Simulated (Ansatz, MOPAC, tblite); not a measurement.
**CBr2F2 (dibromodifluoromethane): methods side by side**

CBr2F2, singlet, SMILES `FC(F)(Br)Br`. Each level relaxes the structure for itself.

Quantity: the zero-point energy at each level's own minimum, in kJ/mol. The values are calculated.

| level | kind | program | value (kJ/mol) |
| --- | --- | --- | --- |
| GFN1-xTB | semi-empirical | tblite | 30.5 |
| PM6-D3 | semi-empirical | MOPAC | 30.7 |
| PM6-DH+ | semi-empirical | MOPAC | 30.7 |
| PM7-HH | semi-empirical | MOPAC | 33.0 |
| HF/STO-3G | Hartree–Fock | Ansatz | 36.0 |
| HF/3-21G | Hartree–Fock | Ansatz | 33.0 |
| HF/6-31G* (Cartesian functions) | Hartree–Fock | Ansatz | 34.8 |
| PBE/def2-SVP | GGA | Ansatz | 30.3 |
| PBE0-D4/def2-TZVP | global hybrid | Ansatz | 31.5 |
| B3LYP/6-31G* (Cartesian functions) | global hybrid | Ansatz | 31.0 |

All-electron rows without a relativistic Hamiltonian named are non-relativistic. Harmonic and unscaled. The values span 30.3 to 36.0 kJ/mol.

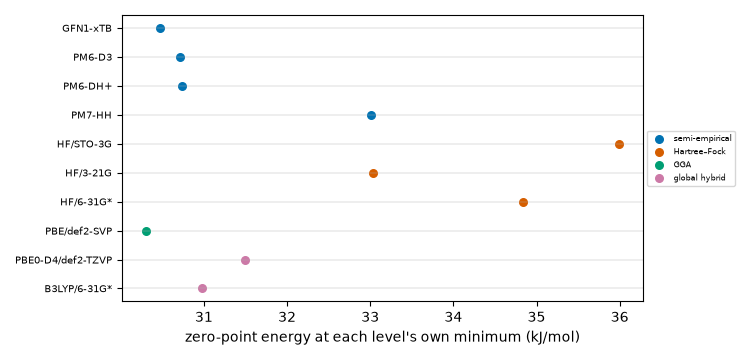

The values of the table, level by level.
